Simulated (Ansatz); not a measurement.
C₂H₆FNSi (SMILES CN(C)[Si]F)

Input file:

```
crystal:
  periodic: [false, false, false]
  atoms:
    - {symbol: C, position_ang: [-0.641466, 0.674471, 1.040116]}
    - {symbol: N, position_ang: [0.015966, 0.299275, -0.191991]}
    - {symbol: C, position_ang: [0.399363, -1.092821, -0.247498]}
    - {symbol: Si, position_ang: [0.251151, 1.499197, -1.386869]}
    - {symbol: F, position_ang: [0.997924, 0.618108, -2.530831]}
    - {symbol: H, position_ang: [-0.904583, 1.736107, 1.017972]}
    - {symbol: H, position_ang: [0.009798, 0.502679, 1.905090]}
    - {symbol: H, position_ang: [-1.561984, 0.098166, 1.189645]}
    - {symbol: H, position_ang: [1.089231, -1.339170, 0.568477]}
    - {symbol: H, position_ang: [0.888640, -1.310473, -1.195632]}
    - {symbol: H, position_ang: [-0.478439, -1.742438, -0.147975]}
basis:
  gaussian: {orbitals: def2-TZVPP}
hamiltonian: {xc: pbe0, dispersion: d4}
output: {orbitals: {seedname: orbitals}}
```

Command:

```sh
ansatz run in.yaml --threads 4 --pin off --events-out ev --progress --plain --max-ram 10444MiB
```

Geometry: PBE0-D4/def2-TZVP.

All numbers below come from RKS PBE0-D4/def2-TZVPP in Ansatz 0.2.0.

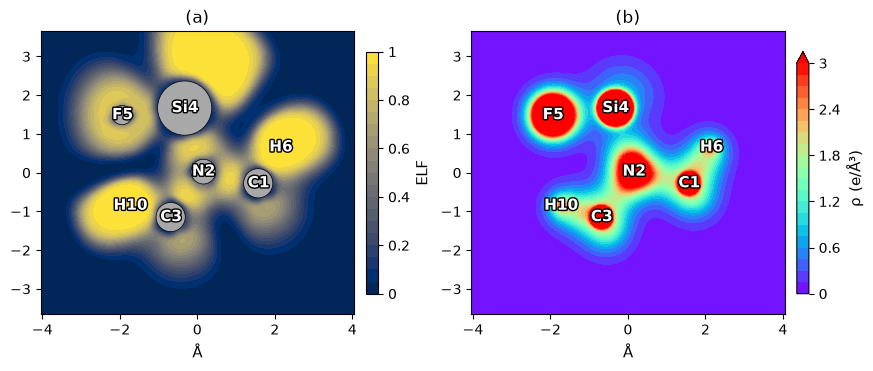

Figure 1. (a) ELF; (b) electron density on the plane of atoms N2, C3 and H10. Grey discs cover the atomic cores in the ELF map.

What does the map show?

- The plane passes through C, N, Si, F and H nuclei.
- C–N (1.44 Å): ρ is about 1.9 e/Å³ halfway; the ELF peaks at about 0.90 between the atoms; localised, covalent bonding.
- Si–F (1.63 Å): ρ at the midpoint is about 1.1 e/Å³; the ELF peaks at about 0.85 in the valence shell of F, 0.5 Å from its nucleus, and is about 0.50 at the midpoint.
- Si–N (1.71 Å): ρ at the midpoint is about 1.1 e/Å³; the ELF peaks at about 0.90 between the atoms: a shared but strongly polarised pair.
- C–H (1.09 Å): the density is about 2.1 e/Å³ at the midpoint; the ELF climbs to about 1 towards the hydrogen, as it does in any bond to H: a covalent bond by its length.
- The ELF also peaks beside F5 and Si4, away from the bonds: lone-pair regions.

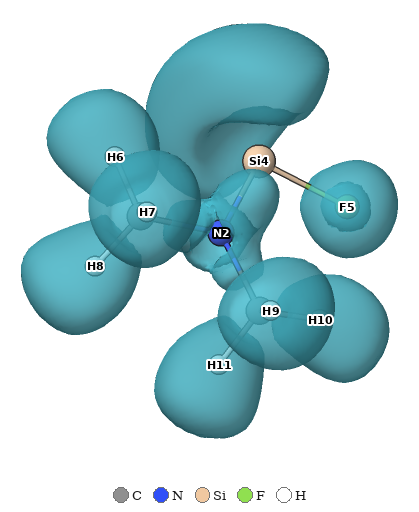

Figure 2. Isosurface of the electron localisation function at 0.75 (cyan), seen at a tilt. Only the valence region is drawn (cores and ρ < 0.01 e/Å³ removed).

What do the ELF domains correspond to?

The surface consists of six regions around hydrogen nuclei, one region on N in which the atom's valence shell and bonds are merged, one lobe on Si, pointing away from the bonds (lone pairs) and one region wrapped around F (its lone pairs, merged into a ring or cap).

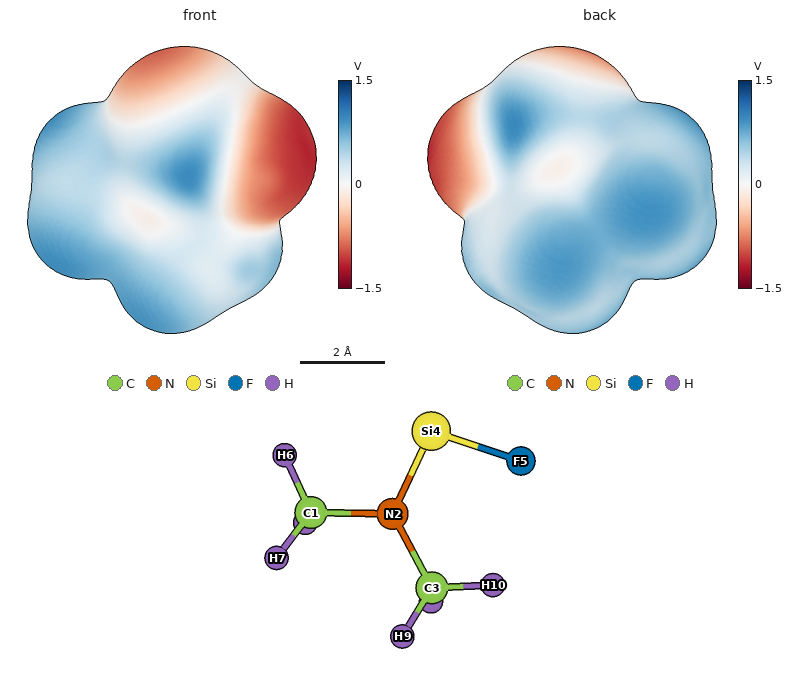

Figure 3. The molecular electrostatic potential painted on the density surface at 0.002 e/bohr³, seen from the front and from behind; the colour scale runs from red (negative) to blue (positive). The bare structure is drawn below in the same view.

Where is the surface potential most negative and most positive?

The most negative region (about −1.1 V) lies over F5, the most positive (about +0.9 V) over Si4, H6, H7 and H8.
